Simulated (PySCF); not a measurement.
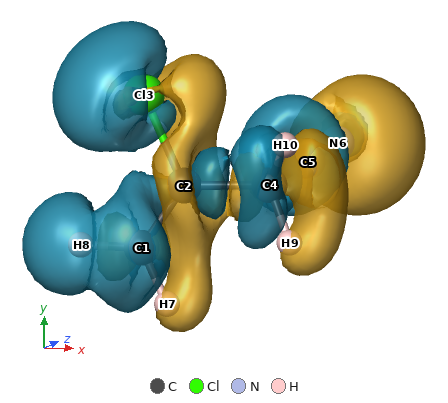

Figure 1: C4H4ClN, SMILES `C=C(Cl)CC#N`. Change of the electron density in a uniform field of 0.21 V/Å, surfaces at ±0.001 e/Å³ (yellow: gain, teal: loss).

Level of theory: BLYP/6-31+G* (PySCF), at a geometry from GFN2-xTB. No frequency check shows the geometry to be a minimum. The basis has diffuse s and p functions alone, which still leaves polarisabilities too small, most of all across bonds. GFN2-xTB bond lengths at metals and heavier atoms can be off by up to 0.1 Å and shapes distorted, which carries into these values.

Along which Cartesian direction does the field point?

Along −x: electrons gather on the +x side, against the field.

How large is the response?

The induced dipole is 0.69 D (along the field); α along this axis, from the fields in both directions, is 68 bohr³ (10.0 Å³).

Which atoms gain and lose the most charge?

Electrons gather most on N6 (Hirshfeld charge changes by −0.018 e) and leave Cl3 most (+0.010 e); 0.058 electrons are displaced in all.
